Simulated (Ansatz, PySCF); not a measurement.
Pulling on the O3–H4 bond in FHOSi (SMILES O[Si]F) (multiplicity 1 held, fragments rigid). Energies count from the point at 0.966 Å.
Geometry at that point (charge 0, multiplicity 1):
```xyz
4

Si     0.00937     0.00603     0.61023
F     -0.73513     1.02563    -0.41740
O      0.73079    -1.04613    -0.42561
H      0.63861    -0.94607    -1.38174
```

Restricted levels (R-, RO-) in cc, def2 and unpolarised 6-31G sets keep to the state of the molecule at rest. Unrestricted levels (U-) break spin symmetry where that is lower. Active spaces are followed from a long bond inwards. Curves can end on different states.

Cores are frozen in the correlated methods. Rows in 6-31G* carry no dispersion term and start afresh at each structure (6-31G* with six Cartesian d functions).

The values were computed with Ansatz (Gaussian basis) for Hartree–Fock, density functionals and correlated methods; PySCF for 6-31G* rows. Each number belongs to the level named beside it.

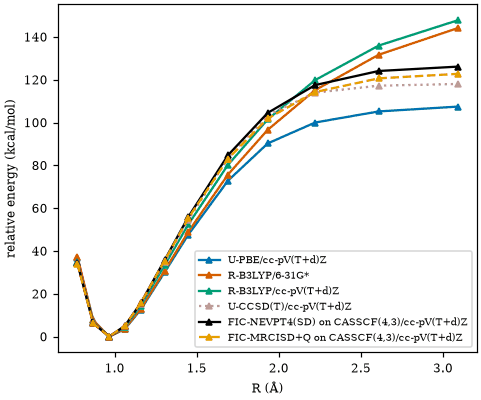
Relative energy along the coordinate

Doubts at one or more of the structures used: a spin-contaminated determinant (U-PBE/cc-pV(T+d)Z, U-CCSD(T)/cc-pV(T+d)Z); a restricted determinant that unrestricted orbitals would lower (R-B3LYP/6-31G*, R-B3LYP/cc-pV(T+d)Z); T1 above 0.05 (U-CCSD(T)/cc-pV(T+d)Z); the program's own flag: large difference (U-CCSD(T)/cc-pV(T+d)Z); active orbitals that take no part (FIC-NEVPT4(SD) on CASSCF(4,3)/cc-pV(T+d)Z, FIC-MRCISD+Q on CASSCF(4,3)/cc-pV(T+d)Z).

Ansatz is a program for electronic structure.
